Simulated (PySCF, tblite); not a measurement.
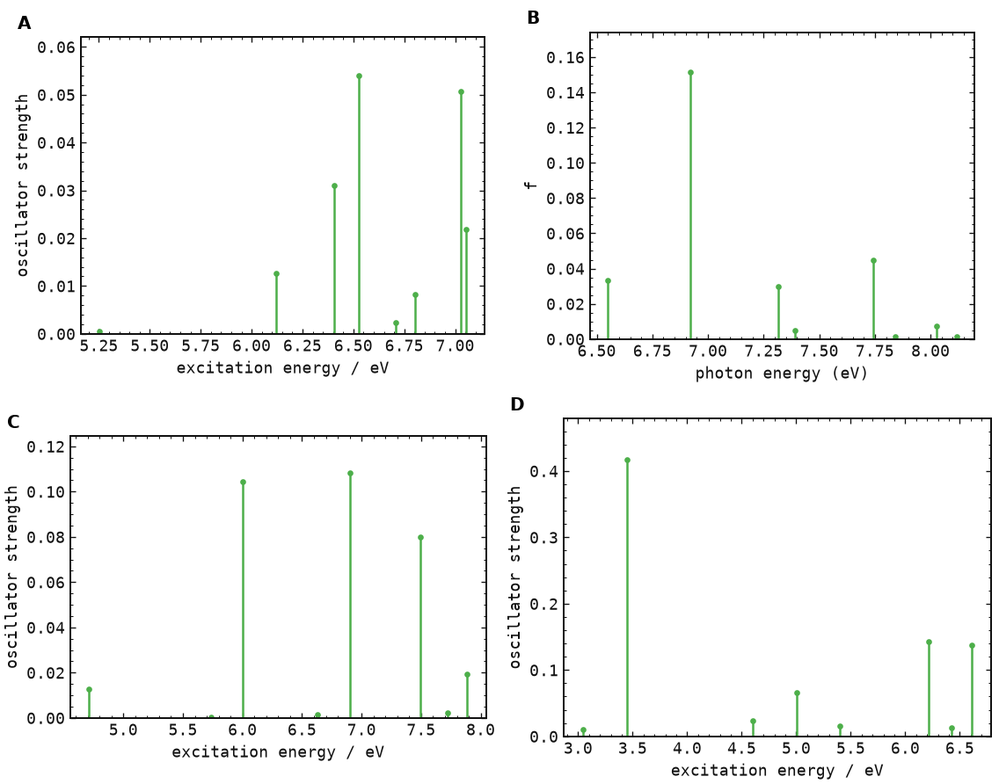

Vertical TDDFT excitations, CAM-B3LYP/def2-SVPD, PySCF, at a GFN2-xTB geometry (a minimum by its frequencies), gas phase. Each panel shows the lowest singlet states that were computed.

Which panel belongs to which molecule?
1. C₆H₆FNO, SMILES N#C[C@@H]1C=C(F)OCC1
2. C₂H₁₁FN₂Si₂, SMILES NCCN[SiH2][SiH2]F
3. C₂H₇BCl₂Ge, SMILES C[CH2][GeH2][B](Cl)Cl, singlet
4. C₈H₆F⁺, SMILES C#C[C+]1C=CC(=C)[C@H]1F

A: 2 (S1 at 5.25 eV, brightest at 6.53 eV)
B: 1 (S1 at 6.55 eV, brightest at 6.92 eV)
C: 3 (S1 at 4.71 eV, brightest at 6.90 eV)
D: 4 (S1 at 3.04 eV, brightest at 3.45 eV)

Caveats, for all or some of the runs: core orbitals are frozen in the response; one conformer of a flexible molecule; the tight-binding geometry is rougher than a DFT one and adds to the error.
